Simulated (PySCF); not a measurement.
## C2H7Ta: a changed input and its effect

System: C2H7Ta, charge +2.
Method of run 1: RKS B3LYP, Ta def2-SVP with ECP60, H def2-SVP, C def2-SVP; non-relativistic Hamiltonian with a scalar-relativistic core potential; density fitting (PySCF 2.14.0).

Text and figures count atoms from 1; the logs count them from 0 in places.

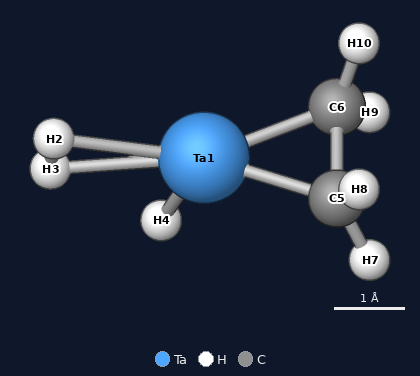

Figure 1. The input geometry (ball-and-stick view, seen at a tilt; atoms are numbered from 1 in the order of the input). Sticks mark near contacts. Bond lengths as drawn: C–C 1.56 Å, C–H 1.10 Å, C–Ta 2.06 Å, H–H 0.79 Å and H–Ta 1.75 to 2.21 Å.

**The input, run 1**
```python
mol = gto.M(atom='''
Ta     0.18574     0.21142     0.00000
H      1.04767     2.24111     0.00000
H      0.27944     2.42218     0.00000
H     -1.32515     1.09412    -0.00000
C     -0.01042    -1.68295     0.78046
C     -0.01042    -1.68295    -0.78046
H     -0.95323    -1.99137     1.25951
H      0.87221    -2.15685     1.24469
H     -0.95323    -1.99137    -1.25951
H      0.87221    -2.15685    -1.24469''',
    basis={'Ta': 'def2-SVP', 'H': 'def2-SVP', 'C': 'def2-SVP'},
    ecp={'Ta': 'def2-SVP'},
    charge=2, spin=0)
mf = dft.RKS(mol, xc='B3LYP')
mf.grids.atom_grid = (50, 194)  # f atoms: at least (60, 302), unpruned
mf = mf.density_fit()  # Ta def2-universal-JKFIT, H def2-universal-JKFIT, C def2-universal-JKFIT
mf.conv_tol = 1e-08; mf.max_cycle = 55
mf.kernel(dm0)
```

The script is an equivalent of the set-up of the self-consistent field. The run itself was carried out by a driver, which started from the orbitals of the step before it where there was one and computed the further properties.

Command:
```bash
OMP_NUM_THREADS=2 python <driver script>
```

Hardware: 2 threads of Arm Neoverse V1, 24 GiB of memory available, shared host.

**Output (run 1)**
```
init E= -136.961458701077
  HOMO = -0.472464342495467  LUMO = -0.356626043003571  gap/eV = 3.15212
cycle= 1 E= -136.441751669482  delta_E= 0.52  |g|= 0.359  |ddm|= 0.963
  HOMO = -0.75583809591331  LUMO = -0.689297529170513  gap/eV = 1.81066
cycle= 2 E= -136.029868363571  delta_E= 0.412  |g|= 1.29  |ddm|= 1.83
  HOMO = -0.748430110599155  LUMO = -0.614600975804509  gap/eV = 3.64168
cycle= 3 E= -136.483547424172  delta_E= -0.454  |g|= 0.194  |ddm|= 1.29
  HOMO = -0.713768852958381  LUMO = -0.587952543369703  gap/eV = 3.42364
cycle= 4 E= -136.49291427835  delta_E= -0.00937  |g|= 0.0721  |ddm|= 0.245
  HOMO = -0.713087464979317  LUMO = -0.581443168437026  gap/eV = 3.58222
cycle= 5 E= -136.494372646325  delta_E= -0.00146  |g|= 0.011  |ddm|= 0.0738
  HOMO = -0.712769312164559  LUMO = -0.580731320902768  gap/eV = 3.59294
cycle= 6 E= -136.49440775474  delta_E= -3.51e-05  |g|= 0.00204  |ddm|= 0.0142
  HOMO = -0.712624794230755  LUMO = -0.580406264785411  gap/eV = 3.59785
cycle= 7 E= -136.494409955746  delta_E= -2.2e-06  |g|= 0.000743  |ddm|= 0.00461
  HOMO = -0.712602531126856  LUMO = -0.580340810812134  gap/eV = 3.59902
cycle= 8 E= -136.494410333277  delta_E= -3.78e-07  |g|= 0.000185  |ddm|= 0.0019
  HOMO = -0.712608164435516  LUMO = -0.580339622871263  gap/eV = 3.59921
cycle= 9 E= -136.494410389153  delta_E= -5.59e-08  |g|= 6.19e-05  |ddm|= 0.00103
  HOMO = -0.712611981125422  LUMO = -0.580336062499544  gap/eV = 3.59941
cycle= 10 E= -136.494410392968  delta_E= -3.81e-09  |g|= 1.5e-05  |ddm|= 0.000229
  HOMO = -0.712609687899832  LUMO = -0.580335496009173  gap/eV = 3.59936
Extra cycle  E= -136.494410393111  delta_E= -1.44e-10  |g|= 2.29e-05  |ddm|= 6.65e-05
converged SCF energy = -136.494410393111
```

For run 2 the input was changed thus:
```diff
-    charge=2, spin=0)
+    charge=0, spin=0)
```

What does this change do to the results?

The total energies belong to different systems, so their difference says nothing on which is more stable or more accurate. The HOMO goes from −19.39 to −4.44 eV. The LUMO goes from −15.79 to −2.48 eV.

**Output (run 2)**
```
init E= -136.961458701077
  HOMO = -0.356626043003571  LUMO = -0.312295175562572  gap/eV = 1.20630
cycle= 1 E= -137.167453279474  delta_E= -0.206  |g|= 0.355  |ddm|= 0.933
  HOMO = -0.0657416157392845  LUMO = -0.00398791462376433  gap/eV = 1.68040
cycle= 2 E= -137.048297818237  delta_E= 0.119  |g|= 0.693  |ddm|= 2.33
  HOMO = -0.145975731343887  LUMO = -0.0887803536788712  gap/eV = 1.55637
cycle= 3 E= -137.22107325354  delta_E= -0.173  |g|= 0.0707  |ddm|=  1.5
  HOMO = -0.15540116089411  LUMO = -0.0933822246565807  gap/eV = 1.68762
cycle= 4 E= -137.222592683923  delta_E= -0.00152  |g|= 0.0486  |ddm|= 0.172
  HOMO = -0.158773479821129  LUMO = -0.0921433693756979  gap/eV = 1.81310
cycle= 5 E= -137.223585371925  delta_E= -0.000993  |g|= 0.0156  |ddm|= 0.112
  HOMO = -0.16034815767436  LUMO = -0.0919342945590051  gap/eV = 1.86164
cycle= 6 E= -137.223873340741  delta_E= -0.000288  |g|= 0.0108  |ddm|= 0.0784
  HOMO = -0.162408882890949  LUMO = -0.0910901404928631  gap/eV = 1.94068
cycle= 7 E= -137.224091724389  delta_E= -0.000218  |g|= 0.00493  |ddm|= 0.108
  HOMO = -0.163304023367834  LUMO = -0.0911149884643575  gap/eV = 1.96436
cycle= 8 E= -137.22412202234  delta_E= -3.03e-05  |g|= 0.00115  |ddm|= 0.0439
  HOMO = -0.163272631680698  LUMO = -0.0912426776302532  gap/eV = 1.96003
cycle= 9 E= -137.224123044356  delta_E= -1.02e-06  |g|= 0.000299  |ddm|= 0.00631
  HOMO = -0.163270984752911  LUMO = -0.0912615280153843  gap/eV = 1.95948
cycle= 10 E= -137.224123079479  delta_E= -3.51e-08  |g|= 7.98e-05  |ddm|= 0.000838
  HOMO = -0.163290815558389  LUMO = -0.0912555934281942  gap/eV = 1.96018
cycle= 11 E= -137.224123093133  delta_E= -1.37e-08  |g|= 1.83e-05  |ddm|= 0.00083
  HOMO = -0.163291651518598  LUMO = -0.0912553516758523  gap/eV = 1.96021
cycle= 12 E= -137.224123093644  delta_E= -5.12e-10  |g|= 3.6e-06  |ddm|= 0.000158
  HOMO = -0.163290740139018  LUMO = -0.091254504493598  gap/eV = 1.96021
Extra cycle  E= -137.224123093652  delta_E= -7.73e-12  |g|= 5.15e-06  |ddm|= 2.09e-05
converged SCF energy = -137.224123093652
```

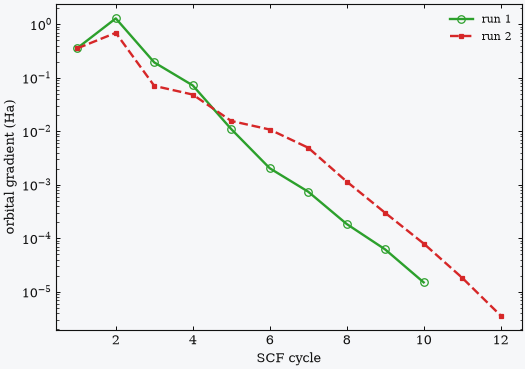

Figure 2. Convergence of the two runs: orbital gradient against the SCF cycle. Run 1 takes 10 cycles in all, and run 2 takes 12.

**The two runs side by side**

```csv
quantity,run 1,run 2
outcome,converged,converged
total energy (hartree),−136.494410,−137.224123
HOMO (eV),−19.39,−4.44
LUMO (eV),−15.79,−2.48
basis functions,95,95
dipole moment (D),–,0.34
wall time (shared host),1.5 s,1.7 s
```
